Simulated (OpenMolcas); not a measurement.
Run report: SiH3Br, excited-state calculation (part 3 of 4)

Continued. System: SiH3Br. Method: CASPT2/ANO-S-VDZP (OpenMolcas 26.06). The geometry comes from this level: GFN2-xTB.

Geometry of the input (Å):
```
Si -0.1863  0.0712  -0.0560
Br 1.8060  -0.6880  0.5309
H  -1.0324  -0.1150  1.1118
H  -0.5974  -0.7390  -1.1906
H  0.0101  1.4708  -0.3962
```

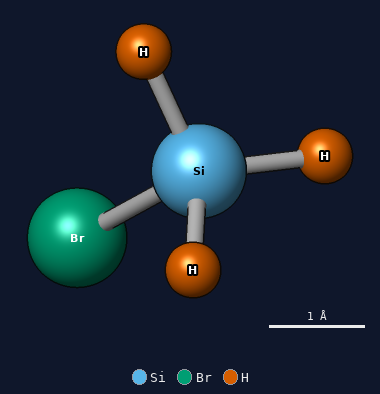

Figure 1. The input geometry (ball-and-stick view, seen at a tilt).

## The program's output, continued
```
--------------------------------------------------------------------------------------------------------------
 Report on small energy denominators, large coefficients, and large energy contributions.
CASE  SYMM ACTIVE-MIX  NON-ACTIVE INDICES          DENOMINATOR     RHS VALUE       COEFFICIENT     CONTRIBUTION
VJTU     1  Mu1.0001  In1.021                       0.83094766     -0.03066967      0.02942474     -0.00090245
ATVX     1  Mu1.0002  Se1.036                       0.75755089     -0.02523850      0.02880948     -0.00072711
ATVX     1  Mu1.0023  Se1.036                       1.74756383     -0.06040945      0.03544989     -0.00214151
ATVX     1  Mu1.0001  Se1.037                       0.86731699     -0.03893511      0.03545851     -0.00138058
ATVX     1  Mu1.0002  Se1.038                       0.87633947     -0.03564235      0.03187356     -0.00113605
ATVX     1  Mu1.0014  Se1.045                       2.03228589     -0.06059139      0.02835262     -0.00171792
ATVX     1  Mu1.0027  Se1.045                       2.18883998     -0.07271186      0.03257842     -0.00236884
ATVX     1  Mu1.0023  Se1.047                       2.25451734     -0.09812418      0.04240508     -0.00416096
BVATP    1  Mu1.0001  Se1.037 Se1.037               1.72369846      0.04640714     -0.02570388     -0.00119284
BVATP    1  Mu1.0003  Se1.038 Se1.038               1.74825493      0.04638109     -0.02553935     -0.00118454
BVATP    1  Mu1.0001  Se1.045 Se1.045               2.25410382      0.05895916     -0.02593297     -0.00152899
BVATP    1  Mu1.0003  Se1.045 Se1.045               2.27488443      0.06627352     -0.02890746     -0.00191580
BVATP    1  Mu1.0003  Se1.046 Se1.046               2.29068922      0.07183777     -0.03093231     -0.00222211
BVATM    1  Mu1.0001  Se1.038 Se1.037               1.73283629     -0.04984143      0.02708133     -0.00134977
BVATM    1  Mu1.0001  Se1.046 Se1.045               2.26925611      0.10843850     -0.04757677     -0.00515915
BVATM    1  Mu1.0003  Se1.047 Se1.046               2.47763464     -0.07020765      0.02785107     -0.00195536
--

   (Skipping property calculation,
    use PROP keyword to activate)
--

++ CASPT2 computation for group   2

********************************************************************************
 Multi-State initialization phase begins for group   2
--------------------------------------------------------------------------------
********************************************************************************
 Compute H0 matrices for state    2
--------------------------------------------------------------------------------
--------------------------------------------------------------------------------
 H0 matrices have been computed.

********************************************************************************
  CASPT2 EQUATION SOLUTION
--------------------------------------------------------------------------------

  Total nr of CASPT2 parameters:
   Before reduction:      115255
   After  reduction:      114323

 Variance of |WF0>:       0.5087826580

 The contributions to the second order correlation energy in atomic units.
-----------------------------------------------------------------------------------------------------------------------------
  IT.      VJTU        VJTI        ATVX        AIVX        VJAI        BVAT        BJAT        BJAI        TOTAL       RNORM
-----------------------------------------------------------------------------------------------------------------------------
   1    -0.002798   -0.001252   -0.020743   -0.029028   -0.009258   -0.034434   -0.036370   -0.072716   -0.206597    0.008314
   2    -0.002865   -0.001291   -0.021070   -0.029276   -0.009352   -0.034579   -0.036575   -0.072897   -0.207904    0.001237
   3    -0.002864   -0.001292   -0.021078   -0.029284   -0.009354   -0.034588   -0.036575   -0.072887   -0.207922    0.000256
   4    -0.002865   -0.001291   -0.021069   -0.029278   -0.009352   -0.034584   -0.036570   -0.072882   -0.207892    0.000046
   5    -0.002865   -0.001291   -0.021069   -0.029278   -0.009352   -0.034584   -0.036570   -0.072882   -0.207892    0.000009
   6    -0.002865   -0.001291   -0.021069   -0.029278   -0.009352   -0.034584   -0.036571   -0.072882   -0.207893    0.000002
-----------------------------------------------------------------------------------------------------------------------------

  FINAL CASPT2 RESULT:

      Reference energy:       -2862.9274406144
      E2 (Non-variational):      -0.2078927070
      Shift correction:          -0.0023652653
      E2 (Variational):          -0.2102579723
      Total energy:           -2863.1376985867
      Residual norm:              0.0000002824
      Reference weight:           0.90765

      Contributions to the CASPT2 correlation energy
      Active & Virtual Only:         -0.0556532308
      One Inactive Excited:          -0.0687139189
      Two Inactive Excited:          -0.0835255573

++ Denominators, etc.
--------------------------------------------------------------------------------------------------------------
 Report on small energy denominators, large coefficients, and large energy contributions.
CASE  SYMM ACTIVE-MIX  NON-ACTIVE INDICES          DENOMINATOR     RHS VALUE       COEFFICIENT     CONTRIBUTION
VJTU     1  Mu1.0001  In1.022                       0.17131237     -0.00011908     -0.00472520      0.00000056
VJTU     1  Mu1.0001  In1.023                       0.16766365     -0.00000552      0.00008872     -0.00000000
ATVX     1  Mu1.0001  Se1.030                       0.17297437      0.00134461     -0.00374603     -0.00000504
ATVX     1  Mu1.0001  Se1.031                       0.19329522      0.00040154     -0.00111159     -0.00000045
ATVX     1  Mu1.0001  Se1.032                       0.20542449     -0.00053111      0.00108327     -0.00000058
ATVX     1  Mu1.0001  Se1.033                       0.27035460     -0.00128052      0.00331422     -0.00000424
ATVX     1  Mu1.0001  Se1.034                       0.29409896      0.00207536     -0.00047499     -0.00000099
ATVX     1  Mu1.0008  Se1.034                       1.00246249     -0.02921631      0.02922783     -0.00085393
AIVX     1  Mu1.0003  In1.021 Se1.040               1.32323958     -0.03471212      0.02654475     -0.00092142
AIVX     1  Mu1.0006  In1.020 Se1.041               2.08579050     -0.05847128      0.02745642     -0.00160541
AIVX     1  Mu1.0003  In1.020 Se1.042               1.86736077      0.07628965     -0.03987397     -0.00304197
BVATP    1  Mu1.0005  Se1.037 Se1.037               1.82310769     -0.04792859      0.02566616     -0.00123014
BVATM    1  Mu1.0003  Se1.042 Se1.041               2.14717472      0.06541466     -0.03020586     -0.00197591
--

   (Skipping property calculation,
    use PROP keyword to activate)
--

++ CASPT2 computation for group   3

********************************************************************************
 Multi-State initialization phase begins for group   3
--------------------------------------------------------------------------------
********************************************************************************
 Compute H0 matrices for state    3
--------------------------------------------------------------------------------
--------------------------------------------------------------------------------
 H0 matrices have been computed.

********************************************************************************
  CASPT2 EQUATION SOLUTION
--------------------------------------------------------------------------------

  Total nr of CASPT2 parameters:
   Before reduction:      115255
   After  reduction:      114347

 Variance of |WF0>:       0.5249728152

 The contributions to the second order correlation energy in atomic units.
-----------------------------------------------------------------------------------------------------------------------------
  IT.      VJTU        VJTI        ATVX        AIVX        VJAI        BVAT        BJAT        BJAI        TOTAL       RNORM
-----------------------------------------------------------------------------------------------------------------------------
   1    -0.007593   -0.001503   -0.022141   -0.022288   -0.008597   -0.040319   -0.037857   -0.072670   -0.212968    0.008382
   2    -0.007750   -0.001549   -0.022489   -0.022534   -0.008689   -0.040445   -0.038065   -0.072861   -0.214384    0.001165
   3    -0.007751   -0.001549   -0.022491   -0.022540   -0.008690   -0.040454   -0.038063   -0.072850   -0.214388    0.000236
   4    -0.007750   -0.001549   -0.022484   -0.022536   -0.008688   -0.040450   -0.038059   -0.072845   -0.214362    0.000043
   5    -0.007750   -0.001549   -0.022484   -0.022536   -0.008688   -0.040450   -0.038059   -0.072845   -0.214361    0.000008
   6    -0.007750   -0.001549   -0.022484   -0.022536   -0.008688   -0.040450   -0.038059   -0.072845   -0.214362    0.000001
-----------------------------------------------------------------------------------------------------------------------------

  FINAL CASPT2 RESULT:

      Reference energy:       -2862.9189644675
      E2 (Non-variational):      -0.2143620539
      Shift correction:          -0.0023757109
      E2 (Variational):          -0.2167377648
      Total energy:           -2863.1357022323
      Residual norm:              0.0000002524
      Reference weight:           0.90586

      Contributions to the CASPT2 correlation energy
      Active & Virtual Only:         -0.0629339579
      One Inactive Excited:          -0.0683457630
      Two Inactive Excited:          -0.0830823330

++ Denominators, etc.
--------------------------------------------------------------------------------------------------------------
 Report on small energy denominators, large coefficients, and large energy contributions.
CASE  SYMM ACTIVE-MIX  NON-ACTIVE INDICES          DENOMINATOR     RHS VALUE       COEFFICIENT     CONTRIBUTION
VJTU     1  Mu1.0009  In1.020                       1.62449019     -0.06301794      0.03690511     -0.00232568
VJTU     1  Mu1.0016  In1.020                       1.89181958     -0.04993836      0.02563079     -0.00127996
VJTU     1  Mu1.0018  In1.020                       1.94750095     -0.05244577      0.02632071     -0.00138041
VJTU     1  Mu1.0001  In1.022                       0.17326084      0.00022134     -0.00038977     -0.00000009
VJTU     1  Mu1.0001  In1.023                       0.17163457      0.00659629     -0.01135719     -0.00007492
ATVX     1  Mu1.0001  Se1.030                       0.18112061     -0.00128223      0.00353247     -0.00000453
ATVX     1  Mu1.0001  Se1.031                       0.19691844     -0.00034085      0.00095026     -0.00000032
ATVX     1  Mu1.0001  Se1.032                       0.21240540     -0.00030955      0.00059094     -0.00000018
ATVX     1  Mu1.0001  Se1.033                       0.27879031      0.00119674     -0.00300036     -0.00000359
ATVX     1  Mu1.0001  Se1.034                       0.29911475      0.00291861     -0.00205523     -0.00000600
ATVX     1  Mu1.0008  Se1.034                       0.96124765     -0.02882222      0.02997214     -0.00086386
ATVX     1  Mu1.0019  Se1.034                       1.33052854      0.03141675     -0.02561542     -0.00080475
ATVX     1  Mu1.0004  Se1.037                       0.78055415     -0.02639557      0.02929530     -0.00077327
ATVX     1  Mu1.0011  Se1.037                       1.25922831     -0.03295973      0.02611222     -0.00086065
ATVX     1  Mu1.0043  Se1.041                       2.14675513      0.06150523     -0.02791977     -0.00171721
ATVX     1  Mu1.0039  Se1.047                       2.29941991     -0.06998192      0.02943156     -0.00205968
AIVX     1  Mu1.0003  In1.021 Se1.040               1.31281155      0.03799316     -0.02853331     -0.00108407
AIVX     1  Mu1.0006  In1.020 Se1.041               2.09335467      0.05839398     -0.02727949     -0.00159296
AIVX     1  Mu1.0003  In1.020 Se1.042               1.86478232      0.05432925     -0.02902833     -0.00157709
BVATP    1  Mu1.0005  Se1.042 Se1.042               2.21668779      0.06169132     -0.02723057     -0.00167989
BVATM    1  Mu1.0003  Se1.042 Se1.041               2.15545434     -0.06367722      0.02926569     -0.00186356
--

   (Skipping property calculation,
    use PROP keyword to activate)
--

  Total CASPT2 energies:
::    CASPT2 Root  1     Total energy:  -2863.39461353
::    CASPT2 Root  2     Total energy:  -2863.13769859
::    CASPT2 Root  3     Total energy:  -2863.13570223

++ Multi-State CASPT2 section:
********************************************************************************
  MULTI-STATE CASPT2 SECTION
--------------------------------------------------------------------------------

  Output diagonal energies have been shifted. Add    2863.0000000000000

  Effective Hamiltonian matrix (Symmetric):

                1               2               3
   1     -5726.39461353
   2        -0.00005996  -5726.13769859
   3        -0.00000110     -0.00000744  -5726.13570223

       Total MS-CASPT2 energies:
::    MS-CASPT2 Root  1     Total energy:  -2863.39461354
::    MS-CASPT2 Root  2     Total energy:  -2863.13769860
::    MS-CASPT2 Root  3     Total energy:  -2863.13570220

       Eigenvectors:
            0.99999997     -0.00023339     -0.00000338
            0.00023337      0.99999303     -0.00372708
            0.00000425      0.00372708      0.99999305

--

  THE ORIGINAL CI ARRAYS ARE NOW MIXED AS LINEAR
  COMBINATIONS, GIVEN BY THE EIGENVECTORS.
  A NEW JOBIPH FILE NAMED 'JOBMIX' IS PREPARED.
********************************************************************************

++ Mixed CI coefficients:
  The CI coefficients for the MIXED state nr.   1
--------------------------------------------------------------------------------
 CI COEFFICIENTS LARGER THAN  5.00E-02
  Occupation of active orbitals, and spin coupling
  of open shells. (u,d: Spin up or down).
  SGUGA info is (Midvert:IsyUp:UpperWalk/LowerWalk)
        Conf  SGUGA info        Occupation    Coefficient         Weight
           1  ( 1:1:   1/   1)   222000         -0.987315       0.974790
           8  ( 2:1:   1/   3)   u22d00          0.077765       0.006047
          55  ( 4:1:   3/   3)   uu20dd         -0.071404       0.005099

  The CI coefficients for the MIXED state nr.   2
--------------------------------------------------------------------------------
 CI COEFFICIENTS LARGER THAN  5.00E-02
  Occupation of active orbitals, and spin coupling
  of open shells. (u,d: Spin up or down).
  SGUGA info is (Midvert:IsyUp:UpperWalk/LowerWalk)
        Conf  SGUGA info        Occupation    Coefficient         Weight
           2  ( 2:1:   1/   1)   22ud00         -0.990860       0.981804
          23  ( 3:1:   1/   3)   u2d200         -0.053050       0.002814
          94  ( 5:1:   7/   5)   02ud02          0.052393       0.002745
         156  ( 7:1:   1/   1)   uuuddd         -0.060363       0.003644

  The CI coefficients for the MIXED state nr.   3
--------------------------------------------------------------------------------
 CI COEFFICIENTS LARGER THAN  5.00E-02
  Occupation of active orbitals, and spin coupling
  of open shells. (u,d: Spin up or down).
  SGUGA info is (Midvert:IsyUp:UpperWalk/LowerWalk)
        Conf  SGUGA info        Occupation    Coefficient         Weight
           5  ( 2:1:   1/   2)   2u2d00          0.992776       0.985605
          35  ( 3:1:   1/   5)   ud2200          0.053980       0.002914
         108  ( 5:1:   5/   7)   u02udd          0.056519       0.003194
         118  ( 5:1:   7/   8)   0u2d02         -0.055848       0.003119

--

--- Stop Module: caspt2 /rc=_RC_ALL_IS_WELL_ ---
--- Module caspt2 spent 1 second ---

--- Start Module: rassi ---

                                               &RASSI

                       available to each process: 1.9 GB of memory, 1 thread

      ********************************************************************************
      *                             General data section                             *
      ********************************************************************************
```
